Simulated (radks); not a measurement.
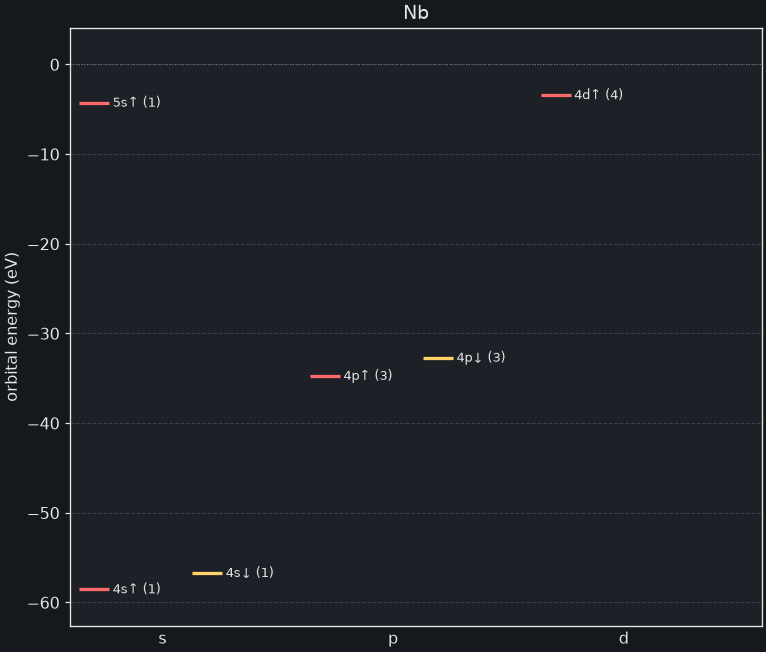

Figure 1. The outer levels are drawn (occupations in brackets, up spins at the left of each column and down spins at the right). The highest occupied level is 4d up at −3.42 eV. From the top down the occupied levels run 4d up (−3.42 eV), 5s up (−4.26 eV), 4p down (−32.7 eV), 4p up (−34.7 eV), 4s down (−56.7 eV), 4s up (−58.5 eV). The largest exchange splitting (down less up) among the shells drawn in both spins is that of 4p, 2.03 eV.

## Run report: Nb, atomic calculation

A free Nb atom in the configuration [Kr] 4d4 5s1 (high spin). Computed at this level: scalar-relativistic Kohn-Sham, BLYP, spin-polarised, spherical densities, point nucleus (the in-house radial solver radks).

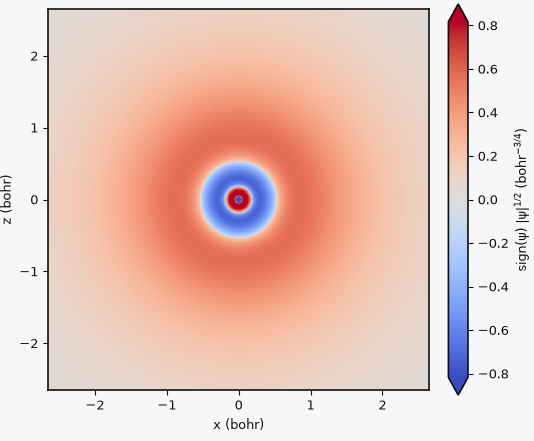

Figure 2. One occupied orbital of down spin is shown. In the xz plane through the nucleus, the colour gives the signed square root of ψ. The radial function comes from the spherical calculation and is multiplied by a real spherical harmonic; the overall sign is chosen so that the largest lobe of P(r) is positive; at the scalar-relativistic level it is the large component. It is 4s of down spin. It has no angular node and 3 radial nodes, at r = 0.0458, 0.185 and 0.531 bohr; only the outer 2 can be made out at this scale. The outermost maximum of P² lies at 1.03 bohr, ⟨r⟩ = 1.15 bohr, 90 % of the charge lies within 1.69 bohr, and the eigenvalue is −56.7 eV, with 1 electron in the shell for this spin.

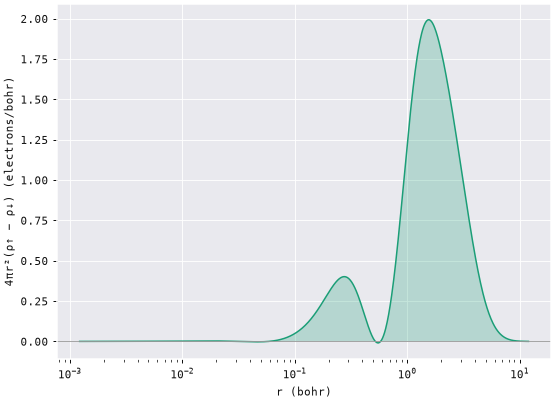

Figure 3. The radial spin density. The curve integrates to 5 unpaired electrons, held by 4d (+4) and 5s (+1). Its largest value, 1.99 electrons/bohr, lies near r = 1.6 bohr. Regions of the opposite sign are negligible.

Input and output of the run follow.

Input:
```
Z 41
configuration [Kr] 4d4 5s1
relativity scalar-relativistic
functional b88,lyp
spin polarised
nucleus point
c 137.035999084
```

Energies in input and log are in hartree, lengths in bohr.

Log:
```
1s      1   1.0000        -691.31277342
2s      1   1.0000         -96.67951128
2p      1   3.0000         -86.33366567
3s      1   1.0000         -16.09949831
3p      1   3.0000         -12.71966910
3d      1   5.0000          -7.19288965
4s      1   1.0000          -2.15110684
4p      1   3.0000          -1.27643210
4d      1   4.0000          -0.12572384
5s      1   1.0000          -0.15670973
1s      2   1.0000        -691.31252309
2s      2   1.0000         -96.66775629
2p      2   3.0000         -86.32481290
3s      2   1.0000         -16.09249251
3p      2   3.0000         -12.71193254
3d      2   5.0000          -7.18143213
4s      2   1.0000          -2.08405421
4p      2   3.0000          -1.20194203
4d      2   0.0000          -0.04803156
5s      2   0.0000          -0.09833826
Etot -3820.2242322413135
Ekin 3933.647639138365
Encl -9203.871003771788
Eh 1569.301104478454
Exc -119.301972086344
err 4.966370253023145e-09
it 14
```

Orbitals:

```csv
orbital,occupation,energy (eV),⟨r⟩ (bohr),outer maximum (bohr)
1s up,1,−18811.6,0.03609,0.0235
1s down,1,−18811.6,0.03609,0.0235
2s up,1,−2630.8,0.1581,0.133
2s down,1,−2630.5,0.1580,0.133
2p up,3,−2349.3,0.1377,0.106
2p down,3,−2349.0,0.1377,0.106
3s up,1,−438.090,0.4434,0.396
3s down,1,−437.899,0.4434,0.396
3p up,3,−346.120,0.4460,0.389
3p down,3,−345.909,0.4460,0.389
3d up,5,−195.728,0.4332,0.334
3d down,5,−195.417,0.4331,0.334
4s up,1,−58.535,1.161,1.03
4s down,1,−56.710,1.155,1.03
4p up,3,−34.733,1.307,1.13
4p down,3,−32.707,1.300,1.12
5s up,1,−4.264,3.623,3.02
4d up,4,−3.421,2.188,1.51
```

Key numbers:

| quantity | value |
| --- | --- |
| outcome | converged |
| total energy | −3820.2242 hartree |
| kinetic energy | 3933.6476 hartree |
| electron–nucleus energy | −9203.8710 hartree |
| Hartree energy | 1569.3011 hartree |
| exchange–correlation energy | −119.301972 hartree |
| radius at density 0.001 e/bohr³ | 4.77 bohr |
| SCF iterations | 14 |
| hardware | 1 CPU thread, shared host |
